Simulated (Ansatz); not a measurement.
SiPH$_{6}$F: several calculations on one system

**1. Relaxation**

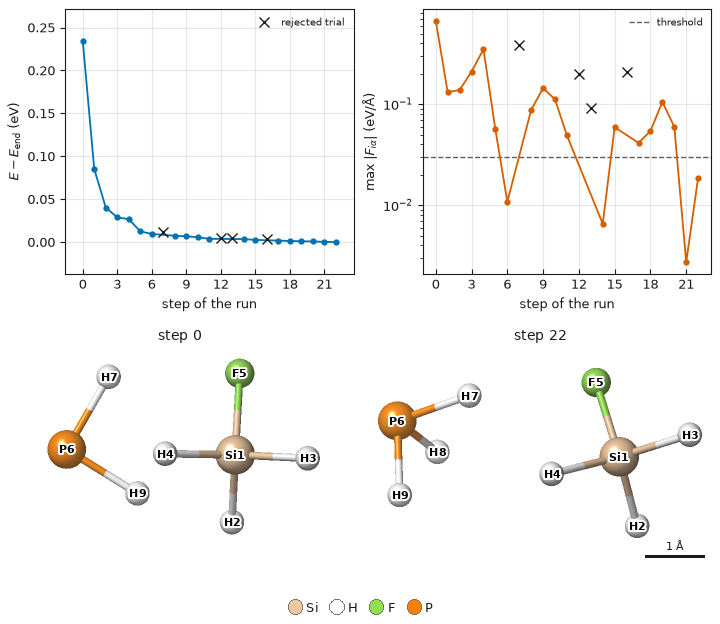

First and last geometry of a relaxation of SiPH6F, with the history of the run. A ball-and-stick model, seen from a free direction.

The run prepares an end point of a later path (reaction) calculation, from a guessed geometry.

All numbers below come from Ansatz, RKS PBE/def2-SVP.

Input
```yaml
crystal:
  periodic: [false, false, false]
  atoms:
    - { symbol: Si, position_ang: [0.283048, 0.013903, -0.078884] }
    - { symbol: H, position_ang: [0.389665, 0.025105, 1.391603] }
    - { symbol: H, position_ang: [1.647502, -0.0055, -0.702551] }
    - { symbol: H, position_ang: [-0.463009, 1.218021, -0.556873] }
    - { symbol: F, position_ang: [-0.485587, -1.349848, -0.574895] }
    - { symbol: P, position_ang: [-2.816319, 0.204569, 1.292748] }
    - { symbol: H, position_ang: [-2.708358, -0.84607, 0.31676] }
    - { symbol: H, position_ang: [-3.277687, -0.718962, 2.307341] }
    - { symbol: H, position_ang: [-1.454855, 0.040682, 1.69475] }
basis:
  gaussian: { orbitals: def2-SVP }
hamiltonian:
  xc: pbe
relax:
  f_tol: 0.03
  max_steps: 50
output:
  orbitals: {}
```

Run as
```bash
ansatz run input.yaml --threads 1 --pin off --max-ram 2048MiB --backend cpu --events-out ev --progress --plain --runs-dir out
```

Read the history and describe the run.

Answer. It converged. H9 moves most after the best rigid fit: 1.68 Å. By element the largest moves are H 1.68 Å, P 0.97 Å, Si 0.48 Å, F 0.22 Å. Some distances before and after: Si1–H2 1.474 → 1.501 Å, P6–H9 1.429 → 1.443 Å, Si1–H4 1.495 → 1.501 Å, P6–H8 1.447 → 1.442 Å. The energy falls by 0.234 eV in 18 accepted moves (22 points after the start). The largest force component goes from 0.67 to 0.019 eV/Å. The line search rejected the trial steps at points 7, 12, 13, 16 of the run. The forces were under the threshold at step 6, but the run went on from there.

**2. Relaxation**

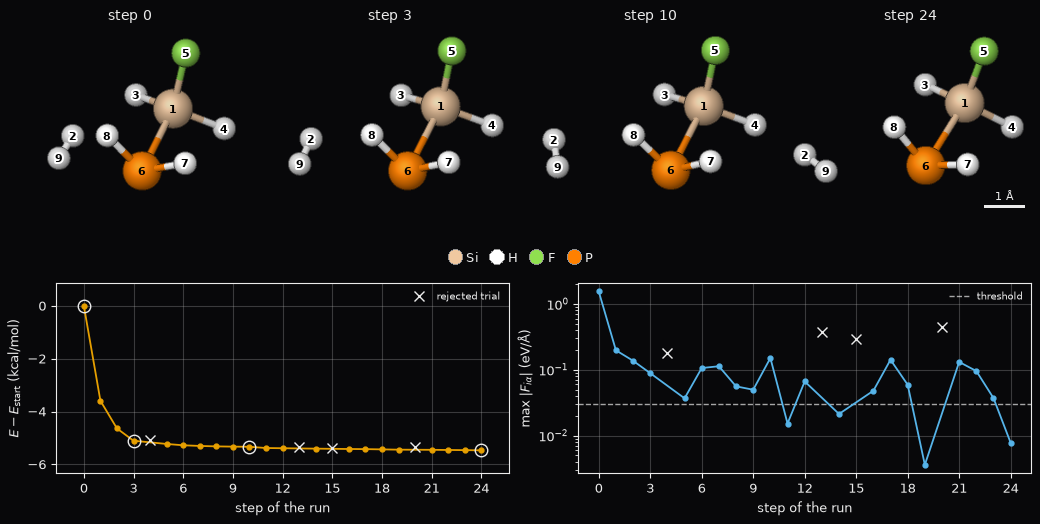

Frames of a relaxation of SiPH₆F, marked on the history of the run. Style: ball-and-stick. Shown from a free direction.

The run prepares an end point of a later path (reaction) calculation, from a guessed geometry.

The calculation used RKS PBE/def2-SVP (Ansatz).

Input
```yaml
crystal:
  periodic: [false, false, false]
  atoms:
    - { symbol: Si, position_ang: [-0.560665, -0.052629, -0.341185] }
    - { symbol: H, position_ang: [0.098973, 0.081133, 2.243628] }
    - { symbol: H, position_ang: [0.76091, 0.097521, 0.350636] }
    - { symbol: H, position_ang: [-0.69196, 1.016327, -1.390543] }
    - { symbol: F, position_ang: [-0.524542, -1.507474, -1.114788] }
    - { symbol: P, position_ang: [-2.282554, 0.144682, 1.021945] }
    - { symbol: H, position_ang: [-3.198456, -0.26021, -0.017501] }
    - { symbol: H, position_ang: [-2.144555, -1.187789, 1.548634] }
    - { symbol: H, position_ang: [-0.34275, 0.250338, 2.789174] }
basis:
  gaussian: { orbitals: def2-SVP }
hamiltonian:
  xc: pbe
relax:
  f_tol: 0.03
  max_steps: 50
output:
  orbitals: {}
```

Launched with:
```bash
ansatz run input.yaml --threads 1 --pin off --max-ram 2048MiB --backend cpu --events-out ev --progress --plain --runs-dir out
```

**What happens along the run?**

The largest move after the best rigid fit is that of H2, 1.34 Å. By element the largest moves are H 1.34 Å, F 0.49 Å, Si 0.34 Å, P 0.17 Å. Near-neighbour distances that change, for instance: Si1–P6 2.205 → 2.264 Å, H2–H9 0.722 → 0.769 Å, Si1–F5 1.648 → 1.644 Å. Bond angles that change, for instance: H3–Si1–P6 113.2° → 108.6°. After 20 accepted moves (24 points after the start) the energy has fallen by 5.47 kcal/mol. Largest force component: 1.6 eV/Å at the start, 0.0078 eV/Å at the end. The line search rejected the trial steps at points 4, 13, 15, 20 of the run. The forces were under the threshold at step 11, but the run went on from there. Cost: 45 s on 1 thread of Arm Neoverse V2 (shared host), peak memory 0.14 GiB. From step 0 to 3: H2 moves most (0.58 Å), energy −5.11 kcal/mol. From step 3 to 10: H2 moves most (0.44 Å), energy −0.23 kcal/mol. From step 10 to 24: H2 moves most (0.41 Å), energy −0.13 kcal/mol.

| step | E − E(0), kcal/mol | largest force component, eV/Å | note |
| --- | --- | --- | --- |
| 0 | 0.00 | 1.5539 |  |
| 1 | -3.59 | 0.1978 |  |
| 2 | -4.64 | 0.1372 |  |
| 3 | -5.11 | 0.0888 |  |
| 4 | -5.09 | 0.1786 | rejected |
| 5 | -5.23 | 0.0368 |  |
| 6 | -5.28 | 0.1063 |  |
| 7 | -5.30 | 0.1132 |  |
| 8 | -5.32 | 0.0560 |  |
| 9 | -5.33 | 0.0498 |  |
| 10 | -5.33 | 0.1510 |  |
| 11 | -5.38 | 0.0153 |  |
| 12 | -5.39 | 0.0665 |  |
| 13 | -5.34 | 0.3708 | rejected |
| 14 | -5.40 | 0.0213 |  |
| 15 | -5.38 | 0.2987 | rejected |
| 16 | -5.42 | 0.0480 |  |
| 17 | -5.42 | 0.1420 |  |
| 18 | -5.43 | 0.0592 |  |
| 19 | -5.44 | 0.0036 |  |
| 20 | -5.36 | 0.4500 | rejected |
| 21 | -5.45 | 0.1316 |  |
| 22 | -5.46 | 0.0957 |  |
| 23 | -5.46 | 0.0371 |  |
| 24 | -5.47 | 0.0078 |  |

**3. Path**

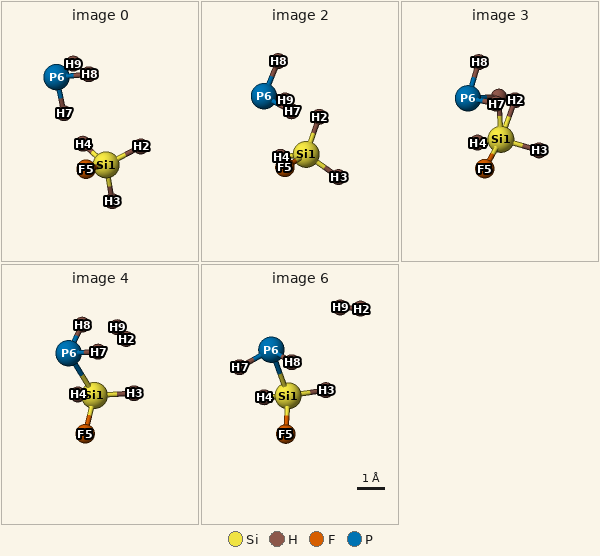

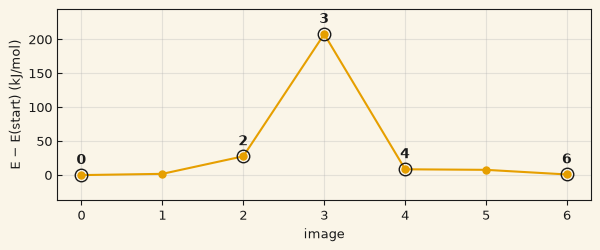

NEB run on SiPH$_{6}$F, made up at the start of SiH3F and PH$_{3}$. Images are numbered from 0 (start) to 6 (end). A ball-and-stick model, seen from a free direction.

Theory: RKS PBE/def2-SVP in Ansatz. Set-up: 5 movable images; climbing image; force threshold 0.05 eV/Å; iteration limit 60; starting path through a guess of the saddle point.

Read off the barrier and say what moves.

The two ends have nearly the same energy, and the highest point, image 3, lies 207.8 kJ/mol above the start. Breaking: P6–H9 (1.44 → 1.77 at the top → 3.11 Å), Si1–H2 (1.50 → 1.67 at the top → 4.34 Å). Forming: H2–H9 (4.26 → 1.18 at the top → 0.77 Å), Si1–P6 (4.70 → 2.65 at the top → 2.26 Å). The band is converged. At the top, the vibrational analysis gives one imaginary mode (1021i cm⁻¹), as a transition state must have.

Limits of the set-up: the start holds two separate molecules, 2.5 Å apart at their closest, whose relative position is a soft coordinate and is computed without a dispersion correction.
